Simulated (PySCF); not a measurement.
CH4FNO, SMILES `F.NC=O`.

Level of theory: CAM-B3LYP/def2-SVP (PySCF), at a geometry from GFN2-xTB.

Cartesian coordinates (Å):

```
F1      -1.8919   -0.2694    0.0000
H2      -1.2071    0.4281    0.0000
N3       0.9397   -0.9801    0.0000
C4       1.0834    0.3428    0.0000
O5       0.1620    1.1370    0.0000
H6       0.0062   -1.3725    0.0000
H7       1.7247   -1.6062    0.0000
H8       2.1288    0.6829    0.0000
```

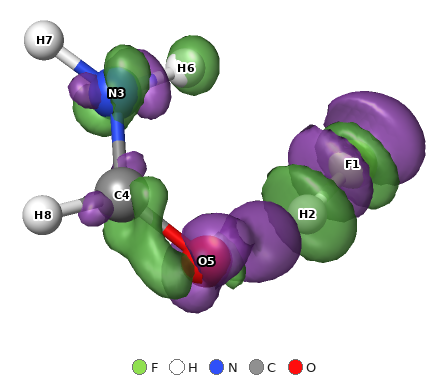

Density of the complex less the densities of the two fragments at the same geometry, ±0.02 e/Å³ (purple: gain, green: loss). Fragment A: HF (atoms 1–2); fragment B: H3CNO.

Q: How is the density rearranged on binding?

A: Hirshfeld charges show 0.052 e passing from B to A. By Hirshfeld charges, electrons gather most on F1 (−0.074 e) and leave H2 most (+0.022 e); 0.20 e is displaced in all, which induces a dipole of 1.09 D.

Q: What is the interaction energy, and which contacts carry it?

A: The counterpoise-corrected interaction energy of the frozen fragments is −15.0 kcal/mol without dispersion correction and −15.5 kcal/mol with D3(BJ). The pair geometry is semi-empirical, not a minimum at this level. Contacts: H2···O5, hydrogen bond, 1.54 Å, ρ = 0.066 a.u.; F1···H6, hydrogen bond, 2.19 Å, ρ = 0.015 a.u. The pose is a local one from a semi-empirical search, not shown to be the most stable.
